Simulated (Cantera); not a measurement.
Charge: 1 mol SiH₂Cl₂, 0.41 mol NH₃, 17 mol N₂, equilibrated at 0.133 bar.

Cantera equilibrium calculation (NASA polynomials, part measured and part estimated; ideal gas, pure solids and liquids). Candidate condensed phases: NH₄Cl, Si, Si₃N₄; 28 gas species. The tables' values for SiCl₃, SiCl are old estimates; treat these amounts as uncertain. Rates play no part.

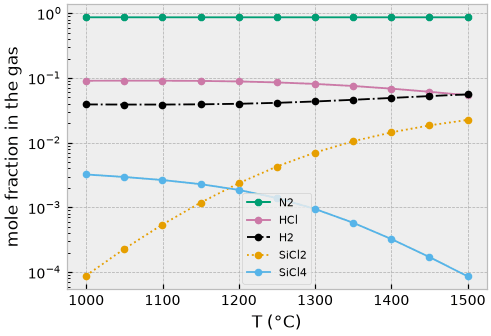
Figure: Equilibrium gas composition (values under 1e-9 drawn at 1e-9)

Question: Read off the mole fractions at 1100 °C.

Answer: N₂ about 0.87, HCl about 0.091, H₂ about 0.039, SiCl₄ about 0.0027, SiCl₂ about 0.00054.
